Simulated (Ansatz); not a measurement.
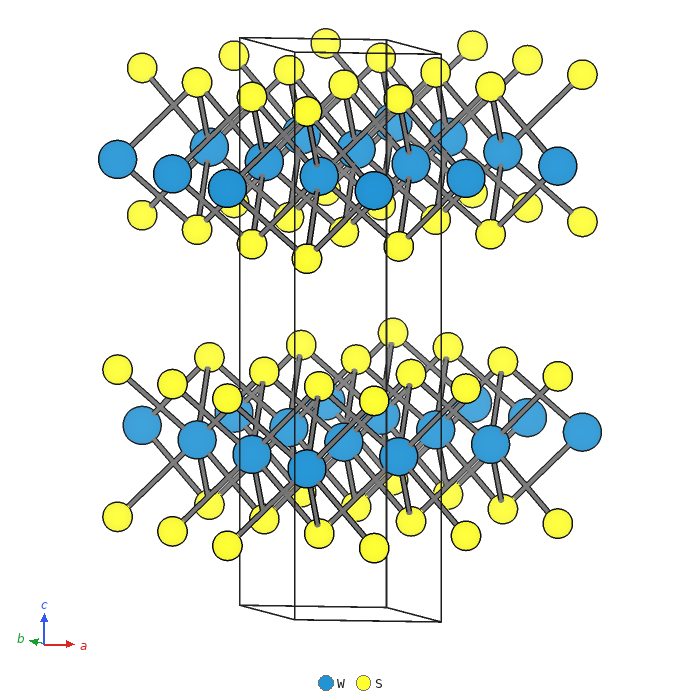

The compound is WS₂ (space group P6_3/mmc, No. 194), taken as coordinates from a relaxation with Ansatz, DFT, PBE-D3(BJ), plane waves, PAW; the starting structure was generated, so it need not be a known form of this composition.

Bonds are taken as S–W below 2.7 Å; no other contact counts. Simplification: prune 0- and 1-connected atoms, fold 2-connected ones into links.

> What kind of net remains, and which atoms are its nodes?

A binodal (3,6)-connected, two-periodic (layers) net: S is a 3-connected node; W is a 6-connected node, in the ratio 2:1.

> Name the underlying net.

It is the net of the trigonal-prismatic layers of 2H-MoS2.

> How do the layers lie?

The layers lie parallel to (001).

> How many nodes does the smallest cycle have?

Four.
